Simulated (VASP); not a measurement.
Band structure of MoAs (relaxed from the NiAs type structure, space group P6_3/mmc). Computed with PBEsol GGA, VASP's PBE PAW potentials (set 64) (plane waves; VASP).

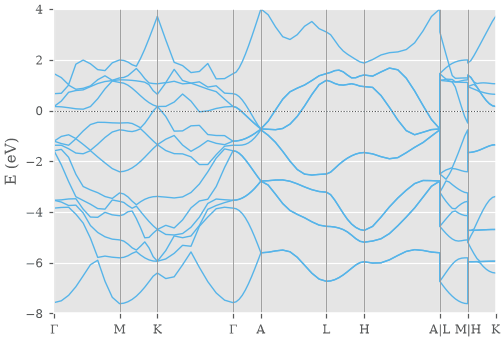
Figure: Bands along high-symmetry lines, zero at the valence-band maximum or, without a gap, the Fermi level

Question: Read the plot: is there a gap, and where are the band edges?

Answer: It has no gap at this level: it comes out as a metal or semimetal. (Edges off the drawn lines would not show.)

The structure was generated: MoAs was put into the NiAs type type (P6_3/mmc), which need not be its known phase. It was relaxed first, which changed the volume by -36 %.
